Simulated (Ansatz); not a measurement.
# H5NOSn: vertical energies of changing the electron count

What does it cost to change the electron count of H5NOSn? Aim: vertical energies of changing the electron count, for H5NOSn, run from a script. SMILES: [NH2][SnH2][OH].

Computed with Ansatz 0.2.0 through its Python package. Level of theory: B3LYP/def2-SVP.

### Step 1. The system

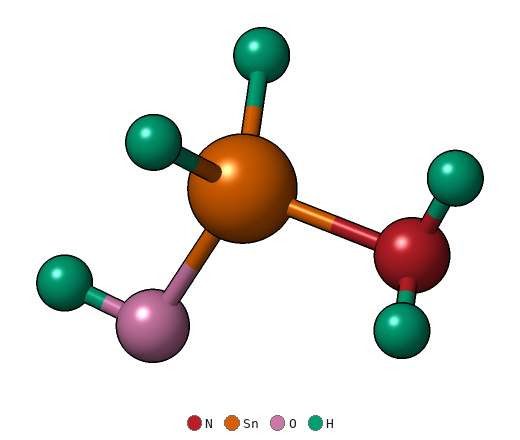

The starting structure, viewed from a chosen angle; nitrogen red, tin orange, oxygen pink, hydrogen teal.

No structure file is read: the coordinates are typed or built in the script.

### Step 2. The script

ip.py reads:

```python
from dataclasses import dataclass

import ansatz as az


@dataclass(frozen=True)
class Settings:
    basis: str = 'def2-SVP'
    xc: str = 'b3lyp'


settings = Settings()


def single_point(molecule, charge=0, unpaired=0):
    calc = (
        molecule.calculation()
        .basis(gaussian=settings.basis)
        .functional(settings.xc)
    )
    if charge:
        calc = calc.charge(charge)
    if unpaired:
        calc = calc.spin('collinear', total=unpaired)
    return calc.run(threads=1).report['free_energy_ev']

GEOMETRY = '''
N    -1.32840    0.56450   -0.70260
Sn    0.33250    0.07860    0.30040
O     0.28250   -1.86470    0.64810
H    -1.21950    1.63790   -0.93680
H    -1.34980    0.09550   -1.64500
H     0.40870    0.97100    1.81510
H     1.76240    0.48140   -0.66830
H     1.20380   -2.02130    1.13320
'''

system = az.Crystal.molecule()
for line in GEOMETRY.strip().splitlines():
    symbol, *xyz = line.split()
    system = system.atom(symbol, [float(v) for v in xyz])

parent = single_point(system, 0, 0)
cation = single_point(system, 1, 1)
print(f'E(N)   = {parent:.5f} eV')
print(f'E(N-1) = {cation:.5f} eV  (1 unpaired)')
print(f'vertical ionisation energy {cation - parent:.3f} eV')
```

### Step 3. What the engine is handed

The engine receives this input (first run):

```yaml
crystal:
  periodic: [false, false, false]
  atoms:
    - { symbol: "N", position_ang: [-1.3284, 0.5645, -0.7026] }
    - { symbol: Sn, position_ang: [0.3325, 0.0786, 0.3004] }
    - { symbol: O, position_ang: [0.2825, -1.8647, 0.6481] }
    - { symbol: H, position_ang: [-1.2195, 1.6379, -0.9368] }
    - { symbol: H, position_ang: [-1.3498, 0.0955, -1.645] }
    - { symbol: H, position_ang: [0.4087, 0.971, 1.8151] }
    - { symbol: H, position_ang: [1.7624, 0.4814, -0.6683] }
    - { symbol: H, position_ang: [1.2038, -2.0213, 1.1332] }
basis:
  gaussian:
    orbitals: def2-SVP
hamiltonian:
  xc: b3lyp
```

### Step 4. Launch

On the command line:

```sh
python ip.py
```

Log:

```text
E(N)   = -9448.32643 eV
E(N-1) = -9438.84874 eV  (1 unpaired)
vertical ionisation energy 9.478 eV
```

It took 9.6 s on 1 thread of Arm Neoverse V1, shared host; peak memory 0.26 GiB.

### Step 5. What changed from run to run

The engine's inputs for the other runs:

Run 2, against run 1:

```diff
@@ -16,0 +17,4 @@
+magnetization:
+  spin_polarized: true
+  initial_magnetization: 1.0
+total_charge: 1.0
```

Lines on the test bed's own set-up are left out of the output.

### Step 6. The runs side by side

The 2 runs, in the order started:

```tsv
run	system	unpaired or total moment	energy (eV)	<S²>	SCF cycles	CPU time (s)
1	H5NOSn	not set	-9448.3264	0.00	17	2.4
2	H5NOSn, charge +1	1	-9438.8487	0.76	42	6.7
```

Totals carry meaning only in balanced differences at one level of theory.

### Step 7. Summary of results

| quantity | value |
| --- | --- |
| vertical ionisation energy | 9.478 eV |
| runs compared | 2 |

In words: The ionisation energy is a difference of two total energies at the neutral geometry. At this unrelaxed geometry removing an electron costs 9.48 eV. What to keep in mind:
- The geometry is a force-field or estimated start, not a minimum of this method, and the basis set is short of its limit. All parts are taken at fixed geometry, without zero-point energy. At an unrelaxed start these energies can be a whole eV from those at the minimum, and a small affinity can change sign.
- def2 sets replace the cores of elements past krypton by effective core potentials.
- b3lyp holds the VWN-RPA fit, as in Gaussian; the form of ORCA and Turbomole is b3lyp5.
